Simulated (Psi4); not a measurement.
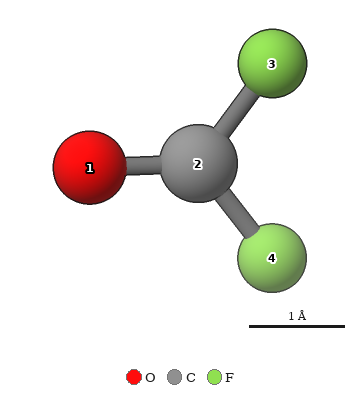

Fig. 1: The input geometry (ball-and-stick view, seen at a tilt; atoms are numbered from 1 in the order of the input). Bond lengths as drawn: C–F 1.32 Å and C–O 1.16 Å.

# Single-point calculation, with input and output: CF$_{2}$O (charge +1)

The run: single-point calculation of CF$_{2}$O, charge +1, multiplicity 2. Method and program: MN15/def2-TZVP, UKS (Psi4 1.11).

The geometry is that of the parent species in another charge or spin state. The geometry comes from this level: GFN2-xTB.

**What the program printed**
```
Psi4 1.11 release

   => Loading Basis Set <=

    Name: DEF2-TZVP
    Role: ORBITAL
    Keyword: BASIS

         ---------------------------------------------------------
                                   SCF
                              UKS Reference
                        1 Threads,   1525 MiB Core
         ---------------------------------------------------------

  ==> Geometry <==

    Molecular point group: c1
    Full point group: C1

    Geometry (in Bohr), charge = 1, multiplicity = 2:

       Center              X                  Y                   Z               Mass
    ------------   -----------------  -----------------  -----------------  -----------------
         O           -2.477980517525    -0.313481476194     0.306670356884    15.994914619570
         C           -0.321236097525    -0.041058556194     0.040200076884    12.000000000000
         F            1.480731152475    -1.572095766194     0.814175206884    18.998403162730
         F            0.808404392475     1.861952343806    -1.097755203116    18.998403162730

  Running in c1 symmetry.

  Rotational constants: A =      0.39857  B =      0.39114  C =      0.19741 [cm^-1]
  Rotational constants: A =  11948.87488  B =  11726.05354  C =   5918.20784 [MHz]
  Nuclear repulsion =  120.047493594272012

  Charge       = 1
  Multiplicity = 2
  Electrons    = 31
  Nalpha       = 16
  Nbeta        = 15

  ==> Algorithm <==

  SCF Algorithm Type is DIRECT.
  DIIS enabled.
  MOM disabled.
  Fractional occupation disabled.
  Guess Type is SAD.
  Energy threshold   = 1.00e-06
  Density threshold  = 1.00e-06
  Integral threshold = 1.00e-05

  ==> Primary Basis <==

  Basis Set: DEF2-TZVP
    Blend: DEF2-TZVP
    Number of shells: 44
    Number of basis functions: 124
    Number of Cartesian functions: 144
    Spherical Harmonics?: true
    Max angular momentum: 3

  ==> DFT Potential <==

   => LibXC <=

    Version 7.1.2

   => Composite Functional: MN15 <=

   MN15 Hybrid Meta-GGA Exchange-Correlation Functional

    Deriv               =              1
    GGA                 =           TRUE
    Meta                =           TRUE

    Exchange Hybrid     =           TRUE
    MP2 Hybrid          =          FALSE

   => Exchange Functionals <=

    1.0000   XC_HYB_MGGA_X_MN15

   => Exact (HF) Exchange <=

    0.4400               HF

   => Correlation Functionals <=

    1.0000   XC_MGGA_C_MN15

   => LibXC Density Thresholds  <==

    XC_MGGA_C_MN15:  1.00E-15
    XC_HYB_MGGA_X_MN15:  1.00E-15

   => Molecular Quadrature <=

    Radial Scheme          =       TREUTLER
    Pruning Scheme         =           NONE
    Nuclear Scheme         =       TREUTLER

    Blocking Scheme        =         OCTREE
    BS radius alpha        =              1
    Pruning alpha          =              1
    Radial Points          =             99
    Spherical Points       =            590
    Total Points           =         225836
    Total Blocks           =           1712
    Max Points             =            256
    Max Functions          =            121
    Weights Tolerance      =       1.00E-15

   => Loading Basis Set <=

    Name: (DEF2-TZVP AUX)
    Role: JKFIT
    Keyword: DF_BASIS_SCF

  Starting with a DF guess...

  ==> Integral Setup <==

  DFHelper Memory: AOs need 0.036 GiB; user supplied 0.036 GiB.
  SCF_SUBTYPE=INCORE selected. In-core MEM_DF algorithm will be used.
  Using in-core AOs.

  ==> MemDFJK: Density-Fitted J/K Matrices <==

    J tasked:                   Yes
    K tasked:                   Yes
    wK tasked:                   No
    Memory [MiB]:                36
    Algorithm:                 Core
    Schwarz Cutoff:           1E-05
    Mask sparsity (%):       8.3767
    Fitting Condition:        1E-10

   => Auxiliary Basis Set <=

  Basis Set: (DEF2-TZVP AUX)
    Blend: DEF2-UNIVERSAL-JKFIT
    Number of shells: 100
    Number of basis functions: 306
    Number of Cartesian functions: 368
    Spherical Harmonics?: true
    Max angular momentum: 4

  Cached 50.0% of DFT collocation blocks in 0.815 [GiB].

  Minimum eigenvalue in the overlap matrix is 1.0472573019E-03.
  Reciprocal condition number of the overlap matrix is 1.8267324719E-04.
    Using symmetric orthogonalization.

  ==> Pre-Iterations <==

  SCF Guess: Superposition of Atomic Densities via on-the-fly atomic UHF (no occupation information).

   -------------------------
    Irrep   Nso     Nmo
   -------------------------
     A        124     124
   -------------------------
    Total     124     124
   -------------------------

  ==> Iterations <==

                           Total Energy        Delta E     RMS |[F,P]|

   @DF-UKS iter SAD:  -312.53542688634900   -3.12535e+02   0.00000e+00
   @DF-UKS iter   1:  -312.26007052181762    2.75356e-01   4.14097e-03 DIIS/ADIIS
   @DF-UKS iter   2:  -312.04666153394572    2.13409e-01   7.67564e-03 DIIS/ADIIS
   @DF-UKS iter   3:  -312.36787290892039   -3.21211e-01   9.75775e-04 DIIS/ADIIS
   @DF-UKS iter   4:  -312.37264133562002   -4.76843e-03   1.00390e-03 DIIS/ADIIS
   @DF-UKS iter   5:  -312.37908563792718   -6.44430e-03   2.98603e-04 DIIS/ADIIS
   @DF-UKS iter   6:  -312.38136468904332   -2.27905e-03   9.43990e-05 DIIS
   @DF-UKS iter   7:  -312.38188803451374   -5.23345e-04   3.87000e-05 DIIS
   @DF-UKS iter   8:  -312.38192107567443   -3.30412e-05   1.60732e-05 DIIS
   @DF-UKS iter   9:  -312.38192568876360   -4.61309e-06   5.53131e-06 DIIS
   @DF-UKS iter  10:  -312.38192582773746   -1.38974e-07   2.17239e-06 DIIS
   @DF-UKS iter  11:  -312.38192585724579   -2.95083e-08   2.24583e-07 DIIS

  DF guess converged.

  ==> DirectJK: Integral-Direct J/K Matrices <==

    J tasked:                  Yes
    K tasked:                  Yes
    wK tasked:                  No
    Integrals threads:           1
    Screening Type:           CSAM
    Screening Cutoff:        1E-05
    Incremental Fock:           No

   @UKS iter  12:  -312.38192388571292   -3.12382e+02   3.58006e-05 DIIS
   @UKS iter  13:  -312.38192527335508   -1.38764e-06   1.51609e-06 DIIS
   @UKS iter  14:  -312.38192527192575    1.42933e-09   1.15335e-06 DIIS
   @UKS iter  15:  -312.38192527621828   -4.29253e-09   5.54622e-07 DIIS
  Energy and wave function converged.

  ==> Post-Iterations <==

   Electrons on quadrature grid:
      Nalpha   =   15.9999999292 ; deviation = -7.082e-08
      Nbeta    =   14.9999999284 ; deviation = -7.163e-08
      Ntotal   =   30.9999998576 ; deviation = -1.424e-07

   @Spin Contamination Metric:   4.569637180E-03
   @S^2 Expected:                7.500000000E-01
   @S^2 Observed:                7.545696372E-01
   @S   Expected:                5.000000000E-01
   @S   Observed:                5.000000000E-01

    Orbital Energies [Eh]
    ---------------------

    Alpha Occupied:

       1A    -24.681580     2A    -24.681495     3A    -19.350102
       4A    -10.679786     5A     -1.705890     6A     -1.614044
       7A     -1.600603     8A     -1.058374     9A     -1.021599
      10A     -0.991036    11A     -0.979308    12A     -0.873062
      13A     -0.867784    14A     -0.842391    15A     -0.838993
      16A     -0.813934

    Alpha Virtual:

      17A     -0.336156    18A     -0.194815    19A     -0.079105
      20A     -0.028643    21A      0.007898    22A      0.018999
      23A      0.020761    24A      0.172462    25A      0.209109
      26A      0.243691    27A      0.249351    28A      0.294839
      29A      0.330190    30A      0.362919    31A      0.376835
      32A      0.448975    33A      0.452430    34A      0.480585
      35A      0.506563    36A      0.538202    37A      0.590917
      38A      0.680910    39A      0.701009    40A      0.886104
      41A      0.893779    42A      0.993225    43A      1.088073
      44A      1.138594    45A      1.160419    46A      1.406277
      47A      1.425369    48A      1.508413    49A      1.528179
      50A      1.626689    51A      1.726367    52A      1.731479
      53A      1.871334    54A      1.934028    55A      1.934722
      56A      1.984706    57A      1.987978    58A      2.014693
      59A      2.094669    60A      2.283466    61A      2.300432
      62A      2.455819    63A      2.486698    64A      2.538327
      65A      2.604531    66A      2.611121    67A      2.674829
      68A      2.681619    69A      2.688028    70A      2.720160
      71A      2.776010    72A      2.930260    73A      3.001356
      74A      3.115506    75A      3.240708    76A      3.291763
      77A      3.301824    78A      3.348290    79A      3.450984
      80A      3.531437    81A      3.618447    82A      3.896983
      83A      4.418636    84A      4.461919    85A      4.582322
      86A      4.786658    87A      4.999951    88A      5.141255
      89A      5.526949    90A      5.593070    91A      5.654375
      92A      5.761683    93A      5.762256    94A      6.087708
      95A      6.153296    96A      6.366770    97A      6.377324
      98A      6.387432    99A      6.392163   100A      6.396418
     101A      6.397392   102A      6.513228   103A      6.540598
     104A      6.629029   105A      6.705328   106A      6.757533
     107A      6.881609   108A      6.972428   109A      7.005209
     110A      7.507362   111A      7.754179   112A      7.822607
     113A      7.836278   114A      7.880079   115A      8.199754
     116A      8.202674   117A      8.297877   118A      8.368144
     119A      8.421298   120A      8.463900   121A     21.960967
     122A     41.491778   123A     54.368669   124A     54.472466

    Beta Occupied:

       1A    -24.678986     2A    -24.678896     3A    -19.335648
       4A    -10.681238     5A     -1.695203     6A     -1.608352
       7A     -1.554065     8A     -1.046555     9A     -0.977934
      10A     -0.970680    11A     -0.964573    12A     -0.852861
      13A     -0.835715    14A     -0.822777    15A     -0.814564

    Beta Virtual:

      16A     -0.582377    17A     -0.335859    18A     -0.192514
      19A     -0.052682    20A     -0.024444    21A      0.007083
      22A      0.023769    23A      0.025008    24A      0.174480
      25A      0.208954    26A      0.254682    27A      0.274700
      28A      0.296422    29A      0.331011    30A      0.380668
      31A      0.390840    32A      0.451119    33A      0.459058
      34A      0.481250    35A      0.508662    36A      0.538851
      37A      0.594225    38A      0.685811    39A      0.705423
      40A      0.896486    41A      0.900016    42A      0.983836
      43A      1.096971    44A      1.165284    45A      1.204843
      46A      1.408701    47A      1.420822    48A      1.535220
      49A      1.559392    50A      1.627682    51A      1.726661
      52A      1.731569    53A      1.897877    54A      1.940847
      55A      1.941930    56A      1.984195    57A      1.995198
      58A      2.049028    59A      2.092429    60A      2.286731
      61A      2.299176    62A      2.439701    63A      2.477495
      64A      2.539210    65A      2.606372    66A      2.649513
      67A      2.674896    68A      2.678526    69A      2.712540
      70A      2.732939    71A      2.784616    72A      2.936480
      73A      3.023688    74A      3.106242    75A      3.234502
      76A      3.290513    77A      3.300310    78A      3.342778
      79A      3.452905    80A      3.535259    81A      3.620395
      82A      3.897932    83A      4.426959    84A      4.524331
      85A      4.672935    86A      4.818047    87A      5.029111
      88A      5.181922    89A      5.476060    90A      5.621988
      91A      5.726889    92A      5.729961    93A      5.878964
      94A      6.122035    95A      6.151144    96A      6.352451
      97A      6.379613    98A      6.389633    99A      6.392464
     100A      6.398054   101A      6.400232   102A      6.521771
     103A      6.536397   104A      6.627196   105A      6.705809
     106A      6.757700   107A      6.883822   108A      6.980748
     109A      7.005490   110A      7.517026   111A      7.756814
     112A      7.826499   113A      7.841416   114A      7.882425
     115A      8.201344   116A      8.206567   117A      8.304938
     118A      8.376594   119A      8.430835   120A      8.469147
     121A     21.953345   122A     41.546479   123A     54.377088
     124A     54.480947

    Final Occupation by Irrep:
              A
    DOCC [    15 ]
    SOCC [     1 ]
    NA   [    16 ]
    NB   [    15 ]

  @UKS Final Energy:  -312.38192527621828

   => Energetics <=

    Nuclear Repulsion Energy =            120.0474935942720123
    One-Electron Energy =                -659.8026435980740416
    Two-Electron Energy =                 247.0417446976392171
    DFT Exchange-Correlation Energy =     -19.6685199700554989
    Empirical Dispersion Energy =           0.0000000000000000
    VV10 Nonlocal Energy =                  0.0000000000000000
    Total Energy =                       -312.3819252762182828

  UHF NO Occupations:
  HONO-2 :   14  A 1.9990999
  HONO-1 :   15  A 1.9990662
  HONO-0 :   16  A 1.0000000
  LUNO+0 :   17  A 0.0009338
  LUNO+1 :   18  A 0.0009001
  LUNO+2 :   19  A 0.0001954
  LUNO+3 :   20  A 0.0001757

Computation Completed

Properties will be evaluated at   0.000000,   0.000000,   0.000000 [a0]

Properties computed using the SCF density matrix

 Multipole Moments:

 ------------------------------------------------------------------------------------
     Multipole            Electronic (a.u.)      Nuclear  (a.u.)        Total (a.u.)
 ------------------------------------------------------------------------------------

 L = 1.  Multiply by 2.5417464519 to convert [e a0] to [Debye]
 Dipole X            :          0.5231165           -1.1490408           -0.6259244
 Dipole Y            :          0.0656757           -0.1454939           -0.0798183
 Dipole Z            :         -0.0643303            0.1423434            0.0780130
 Magnitude           :                                                    0.6357974

 ------------------------------------------------------------------------------------

	total time  =         32 seconds =       0.53 minutes

    Psi4 run time: 0:00:32.45
```

This output came from the following input.

**Input file (calc.dat)**
```
memory 1.6 GB

molecule mol {
  1 2
  O     -2.35046025    -0.29731061     0.29084775
  C     -0.19371583    -0.02488769     0.02437747
  F      1.60825142    -1.55592490     0.79835260
  F      0.93592466     1.87812321    -1.11357781
  units au
  symmetry c1
}

set {
  basis def2-TZVP
  reference uks
  puream true
  scf_type direct
  dft_radial_points 99
  dft_spherical_points 590
  ints_tolerance 1e-05
  maxiter 150
}

e, wfn = energy("mn15", return_wfn=True)
```

Command:
```bash
psi4 -n 1 calc.dat calc.out
```

**Results in brief**

```json
{"quantity": "outcome", "value": "converged"}
{"quantity": "total energy", "value": "−312.381925 hartree"}
{"quantity": "basis functions", "value": "124"}
{"quantity": "⟨S²⟩", "value": "0.755"}
{"quantity": "hardware", "value": "1 thread of Intel Xeon (Granite Rapids), 192 GiB of memory available, shared host"}
{"quantity": "wall time", "value": "33 s"}
{"quantity": "peak memory", "value": "1.1 GiB"}
```

Settings chosen away from the usual ones: ints_tolerance set to 1e-05 (from 0.0001); partner set to cation (from base). These settings are looser than, or depart from, a standard set-up, so the numbers are not reference values for this system.
